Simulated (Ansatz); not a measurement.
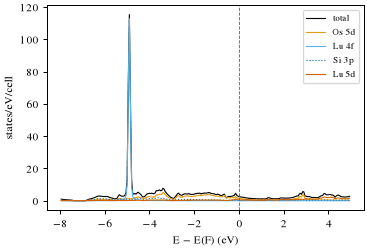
Figure: Total and projected density of states of LuSi2Os2 in space group I4/mmm (No. 139; Os on 4d, Lu on 2a, Si on 4e), the program Ansatz at the r²SCAN level (PAW)

**Question.** Which orbitals carry the states next to the Fermi level?

**Answer.** Within 0.5 eV of the Fermi level: Os 5d 57 %, Lu 5d 21 %, Si 3p 10 %, outside the projected shells 5 %. Projections are on Löwdin-orthogonalised atomic valence shells; empty p or d shells of many metals are not among them.

**Question.** Where is the tallest occupied peak in this window, and what makes it?

**Answer.** Near -4.9 eV, about 120 states/eV per cell; the largest projected share is Lu 4f.

The workflow started from an entry of the Crystallography Open Database (COD). Whether it is the stable phase at ambient conditions was not checked. Symmetry was held in the r²SCAN relaxation; whether a distortion lowers the energy is not shown. The run is not spin-polarised. Spin–orbit coupling is left out wherever it is not named.

Potentials: the later of the program's two PAW sets.
